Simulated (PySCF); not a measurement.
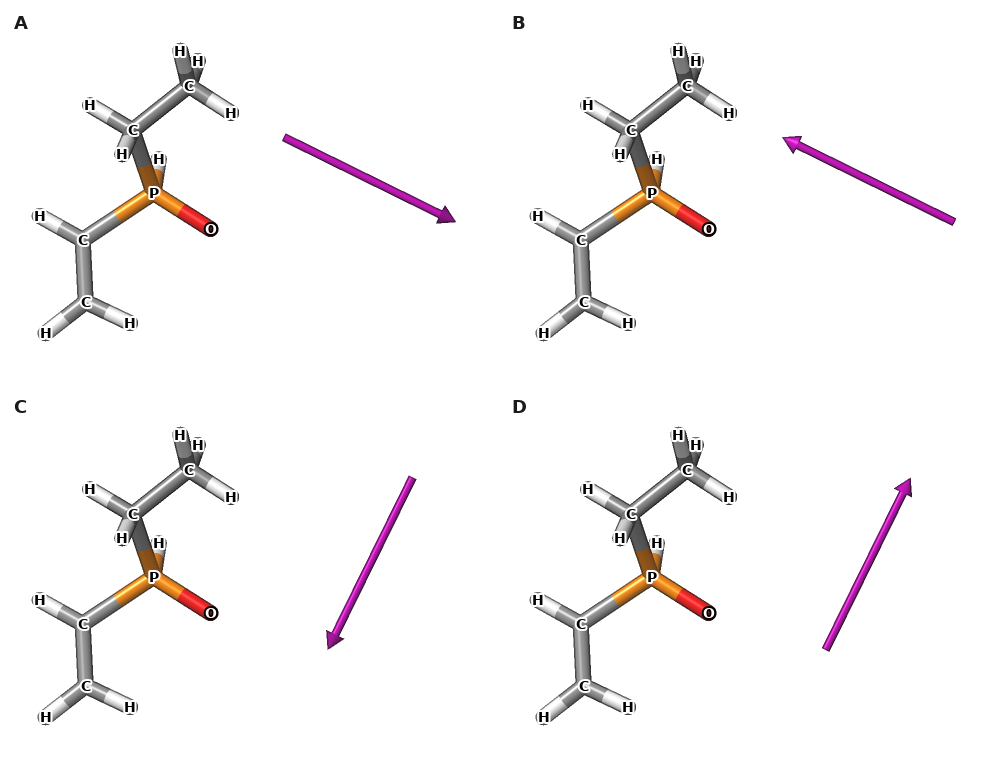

The same molecule four times, each with an arrow. The geometry was computed by an optimisation with GFN2-xTB. No frequency run is at hand to confirm it as a minimum. Method: ωB97X-D/def2-SVPD, gas phase (PySCF 2.14.0).

Which arrow points along the dipole moment, from the negative to the positive end?

B. The dipole moment is 3.91 D.

The geometry is semi-empirical. Around P such bond lengths and angles can be off by a tenth of an ångström or more and by several degrees, and values that hang on the shape move with them.
